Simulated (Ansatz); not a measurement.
The starting structures come from a database of crystals and need not be the phases stable at ambient conditions.

 Where the default PAW files enter, the runs use the earlier of Ansatz's two default sets.

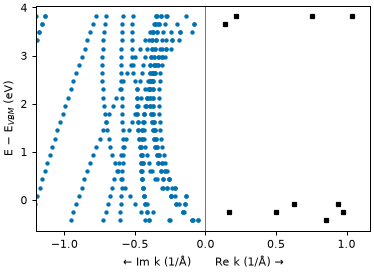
Fig. 1. Complex bands at the centre of the two-dimensional zone; r2SCAN (Ansatz, a program for electronic structure)

The gap is the functional's own. No spin-orbit coupling. Mid-gap values are interpolated on the energy grid.

### Question
This is SiS2 (I-42d, not sure to be the ambient phase, 6 atoms a cell, 22.3 Å³ an atom) along the normal of (100). Read off the slowest decay at the centre of the two-dimensional zone at 1.78 eV, the computed energy nearest the middle of the gap.

### Answer
κ ≈ 0.33 1/Å, a decay length 1/(2κ) of the density of 1.5 Å.
